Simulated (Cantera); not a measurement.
Charge: 1 mol AlCl₃, 1.4 mol N₂O, 230 mol N₂, at 3.40 mbar.

These are equilibrium values from Cantera (NASA tables, ideal gas, pure condensed phases), not measurements of a reactor. Candidate condensed phases: Al, AlCl₃, AlN, Al₂O₃; 24 gas species. Condensed phases not in the tables: AlOCl. Equilibrium is a limit: real reactors are often held back by kinetics, nucleation or transport.

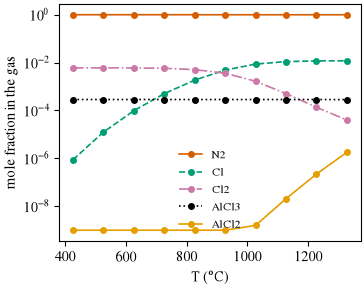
Fig. 1. Equilibrium gas composition (values under 1e-9 drawn at 1e-9)

Problem. Read off the mole fractions at 827 °C.

Solution. N₂ about 0.99, Cl₂ about 0.0051, Cl about 0.0019, AlCl₃ about 0.00029.
